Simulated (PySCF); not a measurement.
```tsv
atom	x (Å)	y (Å)	z (Å)
Si	2.7463	-0.4156	-0.2393
S	0.7767	-1.1223	-0.6949
Ge	-0.4794	0.4748	0.2335
Si	-2.7628	-0.0441	-0.0047
H	2.8954	-0.3724	1.2125
H	2.9160	0.9119	-0.8228
H	3.5906	-1.4185	-0.8655
H	0.0334	0.6300	1.6659
H	0.0115	1.7879	-0.3776
H	-2.9743	-1.4718	0.2217
H	-3.5250	0.7162	0.9873
H	-3.2272	0.3231	-1.3421
```

Geometry: GFN2-xTB.

These are results of PySCF 2.14.0, CAM-B3LYP/def2-SVPD, SCF density, gas phase, not measurements.

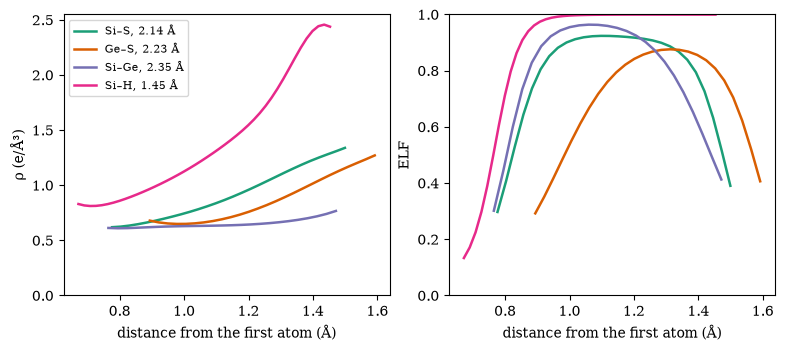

GeH$_{8}$SSi$_{2}$. Total electron density and ELF along straight lines between neighbouring atoms. The curves leave out the atomic cores.

Question: What can be read from the curves?

Answer: Si–S (2.14 Å): ρ is about 0.81 e/Å³ halfway; the ELF peaks at about 0.90 between the atoms, as expected for localised, covalent bonding.
Ge–S (2.23 Å): the density is about 0.69 e/Å³ at the midpoint; the ELF peaks at about 0.90 in the valence shell of S, 0.9 Å from its nucleus, and is about 0.75 at the midpoint.
Si–Ge (2.35 Å): ρ is about 0.64 e/Å³ halfway; the ELF peaks at about 0.95 between the atoms (a shared electron pair).
Si–H (1.45 Å): ρ at the midpoint is about 0.81 e/Å³; the ELF climbs to about 1 towards the hydrogen, as it does in any bond to H.
